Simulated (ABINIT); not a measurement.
# AlBiS3 (Pm-3m): phonons by linear response, part 3 of 6

How does AlBiS3 (Pm-3m) vibrate, and is this structure a minimum?

ABINIT 10.8.3; DFT PBE, scalar-relativistic, plane waves, PseudoDojo norm-conserving pseudopotentials.

So far. Step 5 (Self-consistent run for the response): The cell stands at -0.26 GPa: the relaxation ran with a smoothed and higher cutoff, and the difference is a stress of the finite basis. Step 6 (Linear response at Γ): The acoustic modes at Γ come out as far as 2.2 cm⁻¹ from zero, where they should vanish, a small numerical error. The lowest optical mode is imaginary, 155i cm⁻¹, an instability at this level and on this k mesh. The relaxed cell has a = 4.665 Å (conventional setting).

The structure was built from a prototype and need not be the compound's stable phase.

### 7. Modes with the sum rule

anaddb reads the merged derivatives and imposes the acoustic sum rule.

Contents of anaddb.abi:

```
ddb_filepath "gamma_DDB"
output_file "anaddb.abo"
outdata_prefix "anaddb"
asr 1
chneut 1
enunit 2
eivec 1
nph1l 1
qph1l 0.0 0.0 0.0 1.0
```

Contents of mrgddb.in:

```
gamma_DDB
merged
2
dfpt_gammao_DDB
gso_DDB
```

On the command line:

```console
$ mrgddb < mrgddb.in > mrgddb.log
$ OMP_NUM_THREADS=1 anaddb anaddb.abi > anaddb.log
```

anaddb.abo, the main output file:

```text
-outvars_anaddb: echo values of input variables ----------------------

 Miscellaneous information :
      enunit         2
       eivec         1
         asr         1
 First list of wavevector (reduced coord.) :
       nph1l         1
       qph1l
                     0.00000000E+00  0.00000000E+00  0.00000000E+00    1.000E+00

================================================================================

 read the DDB information and perform some checks

  ==== Info on the Cryst% object ====
 Real(R)+Recip(G) space primitive vectors, cartesian coordinates (Bohr,Bohr^-1):
 R(1)=  8.8149350  0.0000000  0.0000000  G(1)=  0.1134438  0.0000000  0.0000000
 R(2)=  0.0000000  8.8149350  0.0000000  G(2)=  0.0000000  0.1134438  0.0000000
 R(3)=  0.0000000  0.0000000  8.8149350  G(3)=  0.0000000  0.0000000  0.1134438
 Unit cell volume ucvol=  6.8494759E+02 bohr^3
 Angles (23,13,12)=  9.00000000E+01  9.00000000E+01  9.00000000E+01 degrees
 Time-reversal symmetry is present
 Reduced atomic positions [iatom, xred, symbol]:
    1)    0.0000000  0.0000000  0.0000000  Bi
    2)    0.5000000  0.5000000  0.5000000  Al
    3)    0.5000000  0.5000000  0.0000000   S
    4)    0.5000000  0.0000000  0.5000000   S
    5)    0.0000000  0.5000000  0.5000000   S

 DDB file with 3 blocks has been read.

================================================================================

 Treat the first list of vectors

  Phonon wavevector (reduced coordinates) :  0.00000  0.00000  0.00000
 Phonon energies in Hartree :
  -7.056273E-04 -7.056273E-04 -7.056273E-04 -7.011859E-04 -7.011859E-04
  -7.011859E-04 -1.710549E-08 -1.697136E-08 -1.656238E-08  5.006111E-04
   5.006111E-04  5.006111E-04  1.933062E-03  1.933062E-03  1.933062E-03
 Phonon energies in meV     :
- -1.920110E+01 -1.920110E+01 -1.920110E+01 -1.908024E+01 -1.908024E+01
- -1.908024E+01 -4.654640E-04 -4.618141E-04 -4.506854E-04  1.362232E+01
-  1.362232E+01  1.362232E+01  5.260130E+01  5.260130E+01  5.260130E+01
 Phonon frequencies in cm-1    :
- -1.548673E+02 -1.548673E+02 -1.548673E+02 -1.538925E+02 -1.538925E+02
- -1.538925E+02 -3.754220E-03 -3.724782E-03 -3.635023E-03  1.098714E+02
-  1.098714E+02  1.098714E+02  4.242581E+02  4.242581E+02  4.242581E+02
 Phonon frequencies in Thz     :
- -4.642805E+00 -4.642805E+00 -4.642805E+00 -4.613582E+00 -4.613582E+00
- -4.613582E+00 -1.125487E-04 -1.116662E-04 -1.089752E-04  3.293863E+00
-  3.293863E+00  3.293863E+00  1.271894E+01  1.271894E+01  1.271894E+01
 Phonon energies in Kelvin  :
- -2.228195E+02 -2.228195E+02 -2.228195E+02 -2.214170E+02 -2.214170E+02
- -2.214170E+02 -5.401486E-03 -5.359131E-03 -5.229987E-03  1.580805E+02
-  1.580805E+02  1.580805E+02  6.104128E+02  6.104128E+02  6.104128E+02

 Eigendisplacements
 (will be given, for each mode : in cartesian coordinates
   for each atom the real part of the displacement vector,
   then the imaginary part of the displacement vector - absolute values smaller than 1.0d-7 are set to zero)
  Mode number    1   Energy   -7.056273E-04
 Attention : low frequency mode.
   (Could be unstable or acoustic mode)
-  1  0.00000000E+00  0.00000000E+00  0.00000000E+00
-     0.00000000E+00  0.00000000E+00  0.00000000E+00
-  2  0.00000000E+00  0.00000000E+00  0.00000000E+00
-     0.00000000E+00  0.00000000E+00  0.00000000E+00
-  3  0.00000000E+00  0.00000000E+00  0.00000000E+00
-     0.00000000E+00  0.00000000E+00  0.00000000E+00
-  4  0.00000000E+00  0.00000000E+00  2.92470830E-03
-     0.00000000E+00  0.00000000E+00  0.00000000E+00
-  5  0.00000000E+00  0.00000000E+00 -2.92470830E-03
-     0.00000000E+00  0.00000000E+00  0.00000000E+00
  Mode number    2   Energy   -7.056273E-04
 Attention : low frequency mode.
   (Could be unstable or acoustic mode)
-  1  0.00000000E+00  0.00000000E+00  0.00000000E+00
-     0.00000000E+00  0.00000000E+00  0.00000000E+00
-  2  0.00000000E+00  0.00000000E+00  0.00000000E+00
-     0.00000000E+00  0.00000000E+00  0.00000000E+00
-  3  0.00000000E+00  2.92470830E-03  0.00000000E+00
-     0.00000000E+00  0.00000000E+00  0.00000000E+00
-  4  0.00000000E+00  0.00000000E+00  0.00000000E+00
-     0.00000000E+00  0.00000000E+00  0.00000000E+00
-  5  0.00000000E+00 -2.92470830E-03  0.00000000E+00
-     0.00000000E+00  0.00000000E+00  0.00000000E+00
  Mode number    3   Energy   -7.056273E-04
 Attention : low frequency mode.
   (Could be unstable or acoustic mode)
-  1  0.00000000E+00  0.00000000E+00  0.00000000E+00
-     0.00000000E+00  0.00000000E+00  0.00000000E+00
-  2  0.00000000E+00  0.00000000E+00  0.00000000E+00
-     0.00000000E+00  0.00000000E+00  0.00000000E+00
-  3  2.92470830E-03  0.00000000E+00  0.00000000E+00
-     0.00000000E+00  0.00000000E+00  0.00000000E+00
-  4 -2.92470830E-03  0.00000000E+00  0.00000000E+00
-     0.00000000E+00  0.00000000E+00  0.00000000E+00
-  5  0.00000000E+00  0.00000000E+00  0.00000000E+00
-     0.00000000E+00  0.00000000E+00  0.00000000E+00
  Mode number    4   Energy   -7.011859E-04
 Attention : low frequency mode.
   (Could be unstable or acoustic mode)
-  1  0.00000000E+00  0.00000000E+00 -8.61266838E-04
-     0.00000000E+00  0.00000000E+00  0.00000000E+00
-  2  0.00000000E+00  0.00000000E+00  5.80380674E-05
-     0.00000000E+00  0.00000000E+00  0.00000000E+00
-  3  0.00000000E+00  0.00000000E+00  7.14492048E-04
-     0.00000000E+00  0.00000000E+00  0.00000000E+00
-  4  0.00000000E+00  0.00000000E+00  2.42488923E-03
-     0.00000000E+00  0.00000000E+00  0.00000000E+00
-  5  0.00000000E+00  0.00000000E+00  2.42488923E-03
-     0.00000000E+00  0.00000000E+00  0.00000000E+00
  Mode number    5   Energy   -7.011859E-04
 Attention : low frequency mode.
   (Could be unstable or acoustic mode)
-  1  0.00000000E+00  8.61266836E-04  0.00000000E+00
-     0.00000000E+00  0.00000000E+00  0.00000000E+00
-  2  0.00000000E+00 -5.80380673E-05  0.00000000E+00
-     0.00000000E+00  0.00000000E+00  0.00000000E+00
-  3 -1.57502833E-07 -2.42488923E-03  0.00000000E+00
-     0.00000000E+00  0.00000000E+00  0.00000000E+00
-  4 -1.57502833E-07 -7.14492046E-04  0.00000000E+00
-     0.00000000E+00  0.00000000E+00  0.00000000E+00
-  5  0.00000000E+00 -2.42488923E-03  0.00000000E+00
-     0.00000000E+00  0.00000000E+00  0.00000000E+00
  Mode number    6   Energy   -7.011859E-04
 Attention : low frequency mode.
   (Could be unstable or acoustic mode)
-  1  8.61266836E-04  0.00000000E+00  0.00000000E+00
-     0.00000000E+00  0.00000000E+00  0.00000000E+00
-  2 -5.80380673E-05  0.00000000E+00  0.00000000E+00
-     0.00000000E+00  0.00000000E+00  0.00000000E+00
-  3 -2.42488923E-03  1.57502843E-07  0.00000000E+00
-     0.00000000E+00  0.00000000E+00  0.00000000E+00
-  4 -2.42488923E-03  0.00000000E+00  0.00000000E+00
-     0.00000000E+00  0.00000000E+00  0.00000000E+00
-  5 -7.14492046E-04  1.57502843E-07  0.00000000E+00
-     0.00000000E+00  0.00000000E+00  0.00000000E+00
  Mode number    7   Energy   -1.710549E-08
 Attention : low frequency mode.
   (Could be unstable or acoustic mode)
-  1  0.00000000E+00  0.00000000E+00  1.28511515E-03
-     0.00000000E+00  0.00000000E+00  0.00000000E+00
-  2  0.00000000E+00  0.00000000E+00  1.28524167E-03
-     0.00000000E+00  0.00000000E+00  0.00000000E+00
-  3  0.00000000E+00  0.00000000E+00  1.28520133E-03
-     0.00000000E+00  0.00000000E+00  0.00000000E+00
-  4  0.00000000E+00  0.00000000E+00  1.28508472E-03
-     0.00000000E+00  0.00000000E+00  0.00000000E+00
-  5  0.00000000E+00  0.00000000E+00  1.28508472E-03
-     0.00000000E+00  0.00000000E+00  0.00000000E+00
  Mode number    8   Energy   -1.697136E-08
 Attention : low frequency mode.
   (Could be unstable or acoustic mode)
-  1  0.00000000E+00  1.28511515E-03  0.00000000E+00
-     0.00000000E+00  0.00000000E+00  0.00000000E+00
-  2  0.00000000E+00  1.28524167E-03  0.00000000E+00
-     0.00000000E+00  0.00000000E+00  0.00000000E+00
-  3  0.00000000E+00  1.28508471E-03  0.00000000E+00
-     0.00000000E+00  0.00000000E+00  0.00000000E+00
-  4  0.00000000E+00  1.28520132E-03  0.00000000E+00
-     0.00000000E+00  0.00000000E+00  0.00000000E+00
-  5  0.00000000E+00  1.28508471E-03  0.00000000E+00
-     0.00000000E+00  0.00000000E+00  0.00000000E+00
  Mode number    9   Energy   -1.656238E-08
 Attention : low frequency mode.
   (Could be unstable or acoustic mode)
-  1  1.28511515E-03  0.00000000E+00  0.00000000E+00
-     0.00000000E+00  0.00000000E+00  0.00000000E+00
-  2  1.28524167E-03  0.00000000E+00  0.00000000E+00
-     0.00000000E+00  0.00000000E+00  0.00000000E+00
-  3  1.28508471E-03  0.00000000E+00  0.00000000E+00
-     0.00000000E+00  0.00000000E+00  0.00000000E+00
-  4  1.28508471E-03  0.00000000E+00  0.00000000E+00
-     0.00000000E+00  0.00000000E+00  0.00000000E+00
-  5  1.28520132E-03  0.00000000E+00  0.00000000E+00
-     0.00000000E+00  0.00000000E+00  0.00000000E+00
  Mode number   10   Energy    5.006111E-04
-  1  0.00000000E+00  0.00000000E+00 -4.81171809E-04
-     0.00000000E+00  0.00000000E+00  0.00000000E+00
-  2  0.00000000E+00  0.00000000E+00  3.40744886E-03
-     0.00000000E+00  0.00000000E+00  0.00000000E+00
-  3  0.00000000E+00  0.00000000E+00  2.05669947E-03
-     0.00000000E+00  0.00000000E+00  0.00000000E+00
-  4  0.00000000E+00  0.00000000E+00 -8.94213636E-04
-     0.00000000E+00  0.00000000E+00  0.00000000E+00
-  5  0.00000000E+00  0.00000000E+00 -8.94213636E-04
-     0.00000000E+00  0.00000000E+00  0.00000000E+00
  Mode number   11   Energy    5.006111E-04
-  1  0.00000000E+00  4.81171809E-04  0.00000000E+00
-     0.00000000E+00  0.00000000E+00  0.00000000E+00
-  2 -1.51026441E-07 -3.40744886E-03  0.00000000E+00
-     0.00000000E+00  0.00000000E+00  0.00000000E+00
-  3  0.00000000E+00  8.94213635E-04  0.00000000E+00
-     0.00000000E+00  0.00000000E+00  0.00000000E+00
-  4  0.00000000E+00 -2.05669947E-03  0.00000000E+00
-     0.00000000E+00  0.00000000E+00  0.00000000E+00
-  5  0.00000000E+00  8.94213635E-04  0.00000000E+00
-     0.00000000E+00  0.00000000E+00  0.00000000E+00
  Mode number   12   Energy    5.006111E-04
-  1  4.81171809E-04  0.00000000E+00  0.00000000E+00
-     0.00000000E+00  0.00000000E+00  0.00000000E+00
-  2 -3.40744886E-03  1.51026418E-07  0.00000000E+00
-     0.00000000E+00  0.00000000E+00  0.00000000E+00
-  3  8.94213635E-04  0.00000000E+00  0.00000000E+00
-     0.00000000E+00  0.00000000E+00  0.00000000E+00
-  4  8.94213635E-04  0.00000000E+00  0.00000000E+00
-     0.00000000E+00  0.00000000E+00  0.00000000E+00
-  5 -2.05669947E-03  0.00000000E+00  0.00000000E+00
-     0.00000000E+00  0.00000000E+00  0.00000000E+00
  Mode number   13   Energy    1.933062E-03
-  1  0.00000000E+00  0.00000000E+00  1.42471538E-05
-     0.00000000E+00  0.00000000E+00  0.00000000E+00
-  2  0.00000000E+00  0.00000000E+00  2.65814855E-03
-     0.00000000E+00  0.00000000E+00  0.00000000E+00
-  3  0.00000000E+00  0.00000000E+00 -3.27346654E-03
-     0.00000000E+00  0.00000000E+00  0.00000000E+00
-  4  0.00000000E+00  0.00000000E+00  4.71985255E-04
-     0.00000000E+00  0.00000000E+00  0.00000000E+00
-  5  0.00000000E+00  0.00000000E+00  4.71985255E-04
-     0.00000000E+00  0.00000000E+00  0.00000000E+00
  Mode number   14   Energy    1.933062E-03
-  1  0.00000000E+00  1.42471538E-05  0.00000000E+00
-     0.00000000E+00  0.00000000E+00  0.00000000E+00
-  2  0.00000000E+00  2.65814854E-03  0.00000000E+00
-     0.00000000E+00  0.00000000E+00  0.00000000E+00
-  3  0.00000000E+00  4.71985255E-04  0.00000000E+00
-     0.00000000E+00  0.00000000E+00  0.00000000E+00
-  4  0.00000000E+00 -3.27346654E-03  0.00000000E+00
-     0.00000000E+00  0.00000000E+00  0.00000000E+00
-  5 -1.07669324E-07  4.71985255E-04  0.00000000E+00
-     0.00000000E+00  0.00000000E+00  0.00000000E+00
  Mode number   15   Energy    1.933062E-03
-  1  1.42471538E-05  0.00000000E+00  0.00000000E+00
-     0.00000000E+00  0.00000000E+00  0.00000000E+00
-  2  2.65814854E-03  0.00000000E+00  0.00000000E+00
-     0.00000000E+00  0.00000000E+00  0.00000000E+00
-  3  4.71985255E-04  0.00000000E+00  0.00000000E+00
-     0.00000000E+00  0.00000000E+00  0.00000000E+00
-  4  4.71985255E-04  1.07669324E-07  0.00000000E+00
-     0.00000000E+00  0.00000000E+00  0.00000000E+00
-  5 -3.27346654E-03  0.00000000E+00  0.00000000E+00
-     0.00000000E+00  0.00000000E+00  0.00000000E+00

 Analysis of degeneracies and characters (maximum tolerance=1.00E-06 a.u.)
 For each vibration mode, or group of modes if degenerate,
 the characters are given for each symmetry operation (see the list in the log file).
 Symmetry characters of vibration mode #   1
       degenerate with vibration modes #   2 to    3
  3.0 -3.0 -1.0  1.0 -1.0  1.0 -1.0  1.0 -1.0  1.0  1.0 -1.0 -1.0  1.0  1.0 -1.0
 -0.0  0.0 -0.0  0.0  0.0 -0.0  0.0 -0.0 -1.0  1.0  1.0 -1.0  1.0 -1.0 -1.0  1.0
 -0.0  0.0  0.0 -0.0  0.0 -0.0 -0.0  0.0 -1.0  1.0 -1.0  1.0  1.0 -1.0  1.0 -1.0
 Symmetry characters of vibration mode #   4
       degenerate with vibration modes #   5 to    6
  3.0 -3.0 -1.0  1.0 -1.0  1.0 -1.0  1.0  1.0 -1.0 -1.0  1.0  1.0 -1.0 -1.0  1.0
  0.0 -0.0  0.0 -0.0 -0.0  0.0 -0.0  0.0  1.0 -1.0 -1.0  1.0 -1.0  1.0  1.0 -1.0
  0.0 -0.0 -0.0  0.0 -0.0  0.0  0.0 -0.0  1.0 -1.0  1.0 -1.0 -1.0  1.0 -1.0  1.0
 Symmetry characters of vibration mode #   7
       degenerate with vibration modes #   8 to    9
  3.0 -3.0 -1.0  1.0 -1.0  1.0 -1.0  1.0  1.0 -1.0 -1.0  1.0  1.0 -1.0 -1.0  1.0
  0.0 -0.0  0.0 -0.0 -0.0  0.0 -0.0  0.0  1.0 -1.0 -1.0  1.0 -1.0  1.0  1.0 -1.0
  0.0 -0.0 -0.0  0.0 -0.0  0.0  0.0 -0.0  1.0 -1.0  1.0 -1.0 -1.0  1.0 -1.0  1.0
 Symmetry characters of vibration mode #  10
       degenerate with vibration modes #  11 to   12
  3.0 -3.0 -1.0  1.0 -1.0  1.0 -1.0  1.0  1.0 -1.0 -1.0  1.0  1.0 -1.0 -1.0  1.0
  0.0 -0.0  0.0 -0.0 -0.0  0.0 -0.0  0.0  1.0 -1.0 -1.0  1.0 -1.0  1.0  1.0 -1.0
  0.0 -0.0 -0.0  0.0 -0.0  0.0  0.0 -0.0  1.0 -1.0  1.0 -1.0 -1.0  1.0 -1.0  1.0
 Symmetry characters of vibration mode #  13
       degenerate with vibration modes #  14 to   15
  3.0 -3.0 -1.0  1.0 -1.0  1.0 -1.0  1.0  1.0 -1.0 -1.0  1.0  1.0 -1.0 -1.0  1.0
 -0.0  0.0 -0.0  0.0  0.0 -0.0  0.0 -0.0  1.0 -1.0 -1.0  1.0 -1.0  1.0  1.0 -1.0
 -0.0  0.0  0.0 -0.0  0.0 -0.0 -0.0  0.0  1.0 -1.0  1.0 -1.0 -1.0  1.0 -1.0  1.0
-
```

Run time: 0.75 s. Hardware: 1 thread of Intel Xeon at 2.50GHz (Skylake/Cascade Lake), shared host.

Read from the output:

```yaml
highest_optical_zone_centre_mode_no_lo_to_term: 424.3 cm⁻¹
lowest_optical_zone_centre_mode: -154.9 cm⁻¹
```

No LO-TO term; unit eigenvectors of the mass-weighted matrix, from anaddb's displacements. Modes at Γ, with each element's share of the kinetic energy (negative means imaginary):

```csv
mode,frequency (cm⁻¹),Bi %,Al %,S %
1,-154.9,0,0,100
2,-154.9,0,0,100
3,-154.9,0,0,100
4,-153.9,28,0,72
5,-153.9,28,0,72
6,-153.9,28,0,72
7,0.0,63,8,29
8,0.0,63,8,29
9,0.0,63,8,29
10,109.9,9,57,34
11,109.9,9,57,34
12,109.9,9,57,34
13,424.3,0,35,65
14,424.3,0,35,65
15,424.3,0,35,65
```

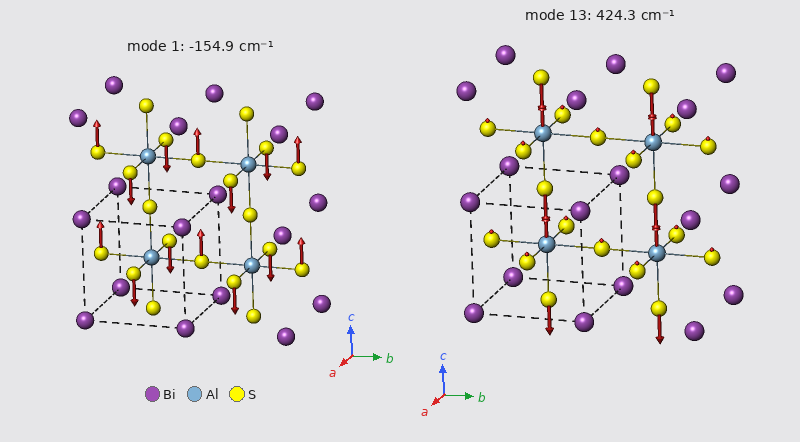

Displacement patterns of modes 1 and 13 at Γ; arrows are exaggerated. 1×2×2 cells are drawn. Some periodic images of atoms are drawn too.

The rule moves no optical mode by more than 0.1 cm⁻¹.

[end of part 3 of 6]

[Host names and launcher messages were left out of these logs when they were recorded.]

[Logs are printed without paths, hosts, clocks, repeated set-up lines and the standing remarks that a program may print on its own settings, such as how far it seeks lower states.]

[Hosts, paths, dates, database ids (printed as entryN), source tags and the programs' standing remarks are cut or masked in the printed files.]
